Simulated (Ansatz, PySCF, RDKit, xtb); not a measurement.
# CH2Si+: a search for the lowest isomer, part 2 of 2

Task: start from the formula CH2Si+ (charge +1, odd number of electrons), draw up candidate structures, narrow them down in stages, and characterise the one that lies lowest at 298.15 K.

xtb, Ansatz and PySCF; isolated molecules.

## Step 13: Frequencies after a tight-binding relaxation (GFN2-xTB)

Input file start.xyz:

```xyz
4
c121
C      0.176677     0.675040     0.112308
Si    -1.176459     1.498159     0.983477
H      0.841968    -0.052715     0.586341
H      0.411065     0.855296    -0.941025
```

On the command line:

```
$ xtb start.xyz --gfn 2 --ohess tight --chrg 1 --uhf 1
```

Log, cut to the lines that bear on the results:

```text
* xtb version 6.7.1
[...]
          :  # basis functions                  16          :
[...]
          :  # electrons                         9          :
[...]
          :  Hamiltonian                  GFN2-xTB          :
[...]
          :  net charge                          1          :
          :  unpaired electrons                  1          :
[...]
   *** convergence criteria satisfied after 18 iterations ***
[...]
   *** GEOMETRY OPTIMIZATION CONVERGED AFTER 5 ITERATIONS ***
[...]
   *** convergence criteria satisfied after 3 iterations ***
[...]
         ::                     SUMMARY                     ::
         :::::::::::::::::::::::::::::::::::::::::::::::::::::
         :: total energy              -4.312728308327 Eh    ::
         :: gradient norm              0.000026308468 Eh/a0 ::
         :: HOMO-LUMO gap              2.597323875667 eV    ::
         ::.................................................::
         :: SCC energy                -4.364832267660 Eh    ::
         :: -> isotropic ES            0.114998593947 Eh    ::
         :: -> anisotropic ES         -0.014355832926 Eh    ::
         :: -> anisotropic XC         -0.008239308671 Eh    ::
         :: -> dispersion             -0.000986794045 Eh    ::
         :: repulsion energy           0.052103959333 Eh    ::
         :: add. restraining           0.000000000000 Eh    ::
         :: total charge               1.000000000000 e     ::
         :::::::::::::::::::::::::::::::::::::::::::::::::::::
[...]
         5        1.0000           -0.6315668             -17.1858 (HOMO)
         6                         -0.5361169             -14.5885 (LUMO)
[...]
     #   Z          covCN         q      C6AA      α(0)
     1   6          2.731    -0.090    30.224     9.001
     2  14          0.882     0.681   207.955    31.337
     3   1          0.925     0.204     1.077     1.623
     4   1          0.925     0.204     1.077     1.623
[...]
molecular dipole:
                 x           y           z       tot (Debye)
 q only:       -1.077       2.134       1.121
   full:       -0.994       2.083       1.067       6.464
molecular quadrupole (traceless):
[...]
          | TOTAL ENERGY               -4.312728308327 Eh   |
          | TOTAL ENTHALPY             -4.287903396777 Eh   |
          | TOTAL FREE ENERGY          -4.315203395190 Eh   |
          | GRADIENT NORM               0.000026345250 Eh/α |
[...]
```

It took 0.042 s on 1 thread of Arm Neoverse V2, shared host.

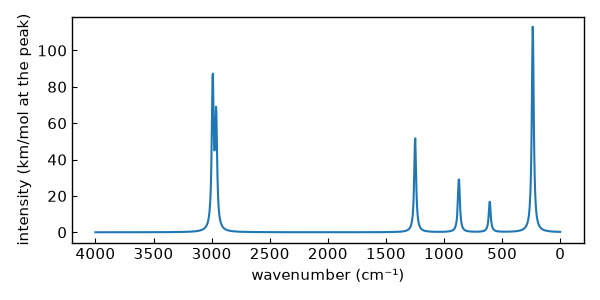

Harmonic infrared spectrum, unscaled, lines broadened by 10 cm⁻¹.

## Step 14: Electronic excitations (TD-CAM-B3LYP/def2-SVPD)

Input file calc.py:

```python
from pyscf import gto, dft, tdscf

mol = gto.Mole()
mol.atom = 'C 0.176677 0.675040 0.112308; Si -1.176459 1.498159 0.983477; H 0.841968 -0.052715 0.586341; H 0.411065 0.855296 -0.941025'
mol.basis = 'def2-svpd'
mol.max_memory = 1860
mol.charge = 1
mol.verbose = 3
mol.spin = 1
mol.build()

mf = dft.UKS(mol)
mf.xc = 'cam-b3lyp'
mf = mf.density_fit(auxbasis='def2-universal-jkfit')
mf.max_cycle = 100
mf.grids.level = 2
mf.kernel()
if not mf.converged:
    mf = mf.newton().run(mf.mo_coeff, mf.mo_occ)

etot = mf.e_tot
print('Final energy', etot)

td = tdscf.TDA(mf)
td.nstates = 5
td.kernel()
td.analyze()
roots = td.e * 27.211386
osc = td.oscillator_strength()
print('state   eV      nm      f')
for i, (w, f) in enumerate(zip(roots, osc), 1):
    print('%3d %9.4f %8.1f %9.5f' % (i, w, 1239.842 / w, f))
```

On the command line:

```
$ OMP_NUM_THREADS=1 python calc.py
```

Log:

```text
WARN: HOMO -0.24321000093565 >= LUMO -0.243210000935649

converged SCF energy = -328.251808540893  <S^2> = 0.75274842  2S+1 = 2.0027465
Final energy -328.2518085408935
Excitation energies (eV)
[1.77641971 2.5840472  3.37175379 4.02204456 4.27750271]

** Excitation energies and oscillator strengths **
state   eV      nm      f
  1    1.7764    697.9   0.00262
  2    2.5840    479.8   0.00004
  3    3.3718    367.7   0.00000
  4    4.0220    308.3   0.00599
  5    4.2775    289.9   0.04998
```

Wall time 42 s (1 thread of Arm Neoverse V2, shared host).

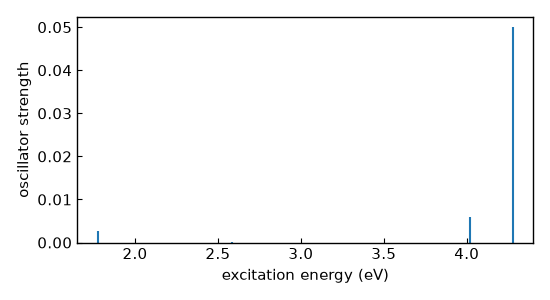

Vertical excitations as sticks.

The roots found:

```
excited state  energy (eV)  strength
            1        1.776    0.0026
            2        2.584    0.0000
            3        3.372    0.0000
            4        4.022    0.0060
            5        4.277    0.0500
```

## Step 15: One electron fewer at the same geometry (PBE0/def2-TZVPD)

Input file input.yaml:

```yaml
crystal:
  periodic: [false, false, false]
  atoms:
    - symbol: C
      position_ang: [0.176677, 0.675040, 0.112308]
    - symbol: Si
      position_ang: [-1.176459, 1.498159, 0.983477]
    - symbol: H
      position_ang: [0.841968, -0.052715, 0.586341]
    - symbol: H
      position_ang: [0.411065, 0.855296, -0.941025]
basis:
  gaussian:
    orbitals: def2-TZVPD
hamiltonian:
  xc: {name: PBE0}
total_charge: 2
```

On the command line:

```
$ ansatz run input.yaml --threads 1 --pin off --max-ram 2610MiB --events-out events.jsonl --progress --plain --runs-dir runs
```

Log:

```text
Warning: RAYON_NUM_THREADS=1 ignored (pool sized by the plan → 1); use --threads N
[... 2 set-up lines as earlier in the session ...]
  parameter a = 0.25
  parameter kappa = 0.804
  parameter beta = 0.06672455060314922
  exchange = (1 - a)*pbe_x(kappa = kappa, mu = beta*pi^2/3) + a*exact_x
  correlation = pbe_c(beta = beta)
572 factors; their error is unknown
mean field evaluation 1: about -8872.5067 eV, gradient 1.2e2 eV
mean field evaluation 2: about -8690.4885 eV, gradient 1.8e2 eV
mean field evaluation 4: about -8911.3222 eV, gradient 3.0e1 eV
mean field evaluation 8: about -8914.4485 eV, gradient 2.0e-2 eV
mean field evaluation 16: about -8914.4365 eV, gradient 2.7e-5 eV
mean field -8914.43649580 eV, -327.5994987984 hartree, gradient 2.7e-5 eV, S^2 0.000000; 2 other end points of the search recorded, 0 dependent functions left out
reference -8914.43651675 eV, -327.5994995685 hartree; 10, 10 occupied and 88, 88 virtual orbitals, 572 factors
Total energy: -8914.43651675 eV, -327.5994995685 hartree
```

Wall time 1.4 s (1 thread of Arm Neoverse V2, shared host).

Difference from the parent: 17.41 eV. Only this spin of the product was run; a higher spin can lie lower.

## Step 16: One electron more at the same geometry (PBE0/def2-TZVPD)

Input file input.yaml:

```yaml
crystal:
  periodic: [false, false, false]
  atoms:
    - {symbol: C, position_ang: [0.176677, 0.675040, 0.112308]}
    - {symbol: Si, position_ang: [-1.176459, 1.498159, 0.983477]}
    - {symbol: H, position_ang: [0.841968, -0.052715, 0.586341]}
    - {symbol: H, position_ang: [0.411065, 0.855296, -0.941025]}
basis:
  gaussian: {orbitals: def2-TZVPD}
hamiltonian: {xc: {name: PBE0}}
scf: {lower_state_search: "off"}
```

On the command line:

```
$ ansatz run input.yaml --threads 1 --pin off --max-ram 2610MiB --events-out events.jsonl --progress --plain --runs-dir runs
```

Log, cut to the lines that bear on the results:

```text
Warning: RAYON_NUM_THREADS=1 ignored (pool sized by the plan → 1); use --threads N
[... 2 set-up lines as earlier in the session ...]
[...]
572 factors; their error is unknown
[...]
mean field -8940.32818570 eV, -328.5510008522 hartree, gradient 2.3e-6 eV, S^2 0.000000; 0 other end points of the search recorded, 0 dependent functions left out
reference -8940.32821117 eV, -328.5510017883 hartree; 11, 11 occupied and 87, 87 virtual orbitals, 572 factors
Total energy: -8940.32821117 eV, -328.5510017883 hartree
Checks for a lower state left out: stability, starts, cluster_reference, orbital_swaps, neighbouring_geometries, increment
```

Wall time 0.72 s (1 thread of Arm Neoverse V2, shared host).

Parent less the species with the added electron: 8.48 eV.

## Step 17: Polarisability (PBE0/def2-SVPD)

Input file input.xyz:

```xyz
4

C      0.176677     0.675040     0.112308
Si    -1.176459     1.498159     0.983477
H      0.841968    -0.052715     0.586341
H      0.411065     0.855296    -0.941025
```

Input file run.py:

```python
import numpy
from pyscf import gto, dft
from pyscf.prop.polarizability import uks

mol = gto.Mole()
mol.atom = 'input.xyz'
mol.charge = 1
mol.basis = 'def2-svpd'
mol.max_memory = 1860
mol.verbose = 3
mol.spin = 1
mol.build()

calc0 = dft.UKS(mol, xc='pbe0')
calc0 = calc0.density_fit(auxbasis='def2-universal-jkfit')
calc0.max_cycle = 100
calc0.grids.level = 3
calc0.kernel()
if not calc0.converged:
    calc0 = calc0.newton().run(calc0.mo_coeff, calc0.mo_occ)

e_final = calc0.e_tot
print('E(%s) = %.9f' % ('PBE0', e_final))
pol = uks.Polarizability(calc0)
alpha = pol.polarizability()
print('isotropic polarizability %.4f bohr^3' % (numpy.trace(alpha) / 3))
alpha_w = pol.polarizability_with_freq(freq=0.0773)
```

On the command line:

```
$ OMP_NUM_THREADS=1 python run.py
```

Log:

```text
WARN: HOMO -0.252359653491786 >= LUMO -0.252359653491786

converged SCF energy = -328.09876229917  <S^2> = 0.75374986  2S+1 = 2.0037464
E(PBE0) = -328.098762299
isotropic polarizability 32.5115 bohr^3
```

Run time: 23 s. Hardware: 1 thread of Arm Neoverse V2, shared host.

## Step 18: The quartet at the same geometry (PBE0/def2-TZVPD)

Edit input.yaml of step 16 so:

```diff
@@ -8,4 +8,9 @@
 basis:
-  gaussian: {orbitals: def2-TZVPD}
-hamiltonian: {xc: {name: PBE0}}
-scf: {lower_state_search: "off"}
+  gaussian:
+    orbitals: def2-TZVPD
+total_charge: 1
+magnetization:
+  spin_polarized: true
+  initial_magnetization: 3
+hamiltonian:
+  xc: pbe0
```

On the command line:

```
$ ansatz run input.yaml --threads 1 --pin off --max-ram 2610MiB --events-out events.jsonl --progress --plain --runs-dir runs
```

Log, cut to the lines that bear on the results:

```text
Warning: RAYON_NUM_THREADS=1 ignored (pool sized by the plan → 1); use --threads N
[... 7 set-up lines as earlier in the session ...]
572 factors; their error is unknown
mean field evaluation 1: about -8919.0265 eV, gradient 4.4e1 eV
mean field evaluation 2: about -8898.6596 eV, gradient 6.2e1 eV
mean field evaluation 4: about -8929.4286 eV, gradient 2.1e0 eV
mean field evaluation 8: about -8929.4542 eV, gradient 4.0e-2 eV
mean field evaluation 16: about -8929.4526 eV, gradient 2.8e-5 eV
mean field -8929.45261246 eV, -328.1513309077 hartree, gradient 3.7e-5 eV, S^2 3.753565; 2 other end points of the search recorded, 0 dependent functions left out
reference -8929.45263996 eV, -328.1513319180 hartree; 12, 9 occupied and 86, 89 virtual orbitals, 572 factors
Total energy: -8929.45263996 eV, -328.1513319180 hartree
```

It took 2.8 s on 1 thread of Arm Neoverse V2, shared host.

It lies 2.40 eV above the doublet.

## Step 19: Stability of the SCF solution (PBE0/def2-SVP)

Edit input.xyz of step 17 so:

```diff
@@ -1,3 +1,3 @@
 4
-
+CH2Si
 C      0.176677     0.675040     0.112308
```

Input file run.py:

```python
from pyscf import gto, dft

mol = gto.Mole()
mol.atom = 'input.xyz'
mol.basis = 'def2-svp'
mol.max_memory = 1860
mol.verbose = 3
mol.spin = 1
mol.charge = 1
mol.build()

calc0 = dft.UKS(mol, xc='pbe0')
calc0 = calc0.density_fit(auxbasis='def2-universal-jkfit')
calc0.max_cycle = 100
calc0.grids.level = 3
calc0.kernel()
if not calc0.converged:
    calc0 = calc0.newton().run(calc0.mo_coeff, calc0.mo_occ)

e_final = calc0.e_tot
print('E(%s) = %.9f' % ('PBE0', e_final))
mo_i, mo_e, stable_i, stable_e = calc0.stability(internal=True, external=True, return_status=True)
print('stable: internal', stable_i, 'external', stable_e)
```

On the command line:

```
$ OMP_NUM_THREADS=1 python run.py
```

Log:

```text
WARN: HOMO -0.252271007168313 >= LUMO -0.252271007168312

converged SCF energy = -328.095458291912  <S^2> = 0.75345739  2S+1 = 2.0034544
E(PBE0) = -328.095458292
<class 'pyscf.df.df_jk.DFUKS'> wavefunction is stable in the internal stability analysis
<class 'pyscf.df.df_jk.DFUKS'> wavefunction is stable in the real -> complex stability analysis
<class 'pyscf.df.df_jk.DFUKS'> wavefunction has an UHF/UKS -> GHF/GKS instability
stable: internal True external False
```

It took 13 s on 1 thread of Arm Neoverse V2, shared host.

The stability test raises a flag; for an open shell a flag towards a general spinor solution can be the free rotation of the spin.

## Step 20: Results

This closing draws on all 2 parts.

| quantity | value |
| --- | --- |
| lowest structure found | [CH2][Si] ‡, doublet, C2v |
| next finalist | [CH]=[SiH+], doublet, 44.1 kcal/mol higher in G |
| share at equilibrium, among the finalists | 100.0 % |
| funnel | 17 starts, 3 minima at GFN2-xTB, 3 screening runs, 2 relaxed, 2 ranked |
| CPU time of all runs | 4.3 min |
| harmonic wavenumbers, lowest and highest (PBE0-D4/def2-TZVP) | 473 and 3168 cm⁻¹ |
| rotational constants, same geometry | 10.01, 0.4932, 0.47 cm⁻¹ |
| HOMO energy (highest over α and β) (PBE0/def2-TZVPD) | -14.72 eV |
| LUMO energy (lowest over α and β) (PBE0/def2-TZVPD) | -10.66 eV |
| lowest excitation (TD-CAM-B3LYP/def2-SVPD) | 1.78 eV (f = 0.003) |
| strongest of the states computed, same level | 4.28 eV (f = 0.050) |
| vertical ionisation energy (to the singlet ion of charge +2) | 17.41 eV |
| vertical recombination energy (electron added) | 8.48 eV |
| vertical quartet less doublet | +2.40 eV |

In words: The search ends on `[CH2][Si]` ‡. It came from a random start; the drawn patterns missed it. Among the finalists first place is clear (44.1 kcal/mol); structures outside the list aren't covered. GFN2-xTB, HF/STO-3G, r2SCAN-D4/def2-SVP, PBE0-D4/def2-TZVP, HF/def2-TZVPP and MP2/def2-TZVPP already put its bonding pattern lowest among the structures in one piece. The largest share of the time went into the properties (45 %). A large T1 diagnostic among the finalists warns that one reference determinant may not suffice. It concerns: the finalist [CH]=[SiH+] (doublet). The stability test raises a flag; for an open shell a flag towards a general spinor solution can be the free rotation of the spin. Lowest found is not proven lowest: the search is finite, and each finalist counts with one conformer.

‡ marks the bonded skeleton alone, with all bonds drawn single: no Lewis structure was assigned that passes a check against the bond lengths.
